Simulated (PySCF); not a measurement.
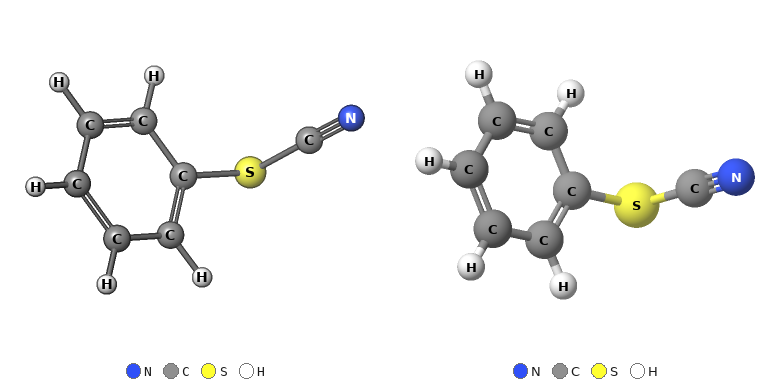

Both panels show the same species.

What does the picture show?

It has 14 atoms: 7 carbon, 5 hydrogen, 1 nitrogen and 1 sulfur (C₇H₅NS). As SMILES it reads `N#CSc1ccccc1`. Independent rings (smallest set): 1 of 6 members, 1 of them aromatic. Among its groups: nitrile. Coordination: 1 C linear; 1 S bent; 6 C trigonal planar.

The parts below concern this one geometry. Atoms keep their numbers from picture to picture. Computed geometry: PBE0-D3(BJ)/def2-TZVP optimisation. No frequency run is at hand to confirm it as a minimum.

### Quadrupole coupling

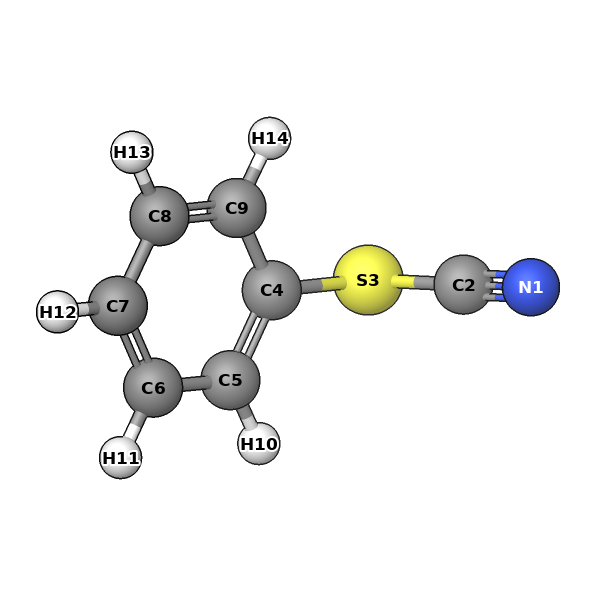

No frequency run is at hand to confirm it as a minimum. Electric field gradients from the ground-state density, PBE0/pcSseg-2 (PySCF 2.14.0), non-relativistic apart from any core potentials.

Give the largest field-gradient component, the quadrupole coupling constant and the asymmetry for 14N at N1 (Q = 20.44 mb), 33S at S3 (Q = −67.81 mb), 2H at H10 (Q = 2.86 mb), 2H at H11 (Q = 2.86 mb), 2H at H12 (Q = 2.86 mb), 2H at H13 (Q = 2.86 mb).

| atom | V_zz (a.u.) | e²qQ/h (MHz) | η |
| --- | --- | --- | --- |
| N1 | −0.928 | −4.46 | 0.46 |
| S3 | −2.925 | 46.6 | 0.75 |
| H10 | 0.292 | 0.196 | 0.06 |
| H11 | 0.294 | 0.198 | 0.06 |
| H12 | 0.294 | 0.197 | 0.06 |
| H13 | 0.294 | 0.198 | 0.06 |

### Dipole moment

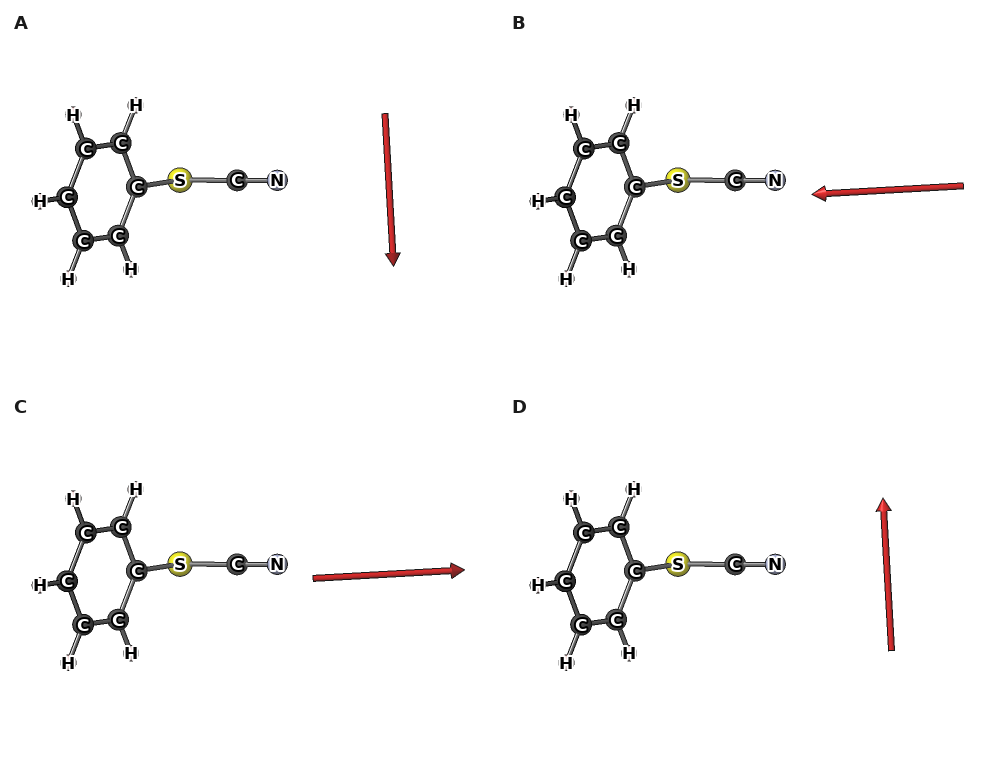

The same molecule four times, each with an arrow. No frequency run is at hand to confirm it as a minimum. Properties computed with KT3/pcSseg-2, gas phase (PySCF 2.14.0).

> Which arrow points along the dipole moment, from the negative to the positive end?

B. The dipole moment is 4.71 D.

### Charges

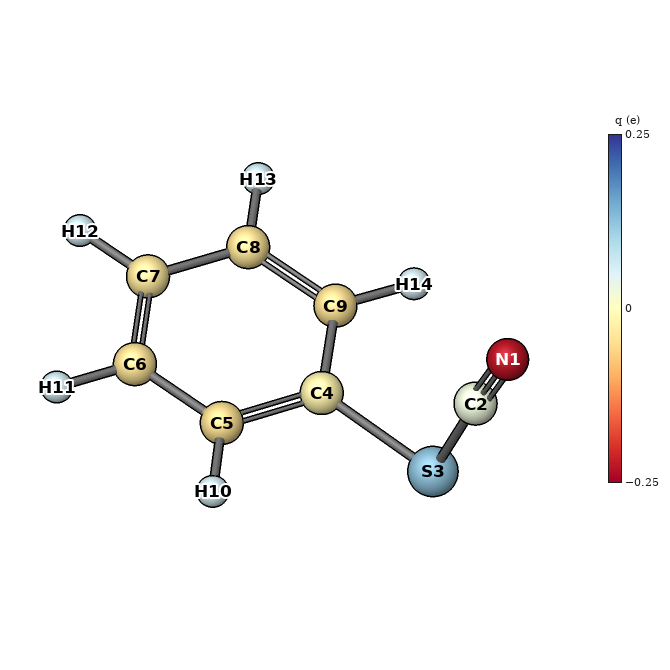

Atoms are coloured by their Hirshfeld charges. No frequency run is at hand to confirm it as a minimum. Properties computed with PBE0/pcSseg-2, gas phase (PySCF 2.14.0).

List the Hirshfeld charges.

```
atom  value (e)
  N1      −0.23
  C2       0.03
  S3       0.12
  C4      −0.02
  C5      −0.05
  C6      −0.04
  C7      −0.04
  C8      −0.04
  C9      −0.04
 H10       0.06
 H11       0.06
 H12       0.06
 H13       0.06
 H14       0.06
```
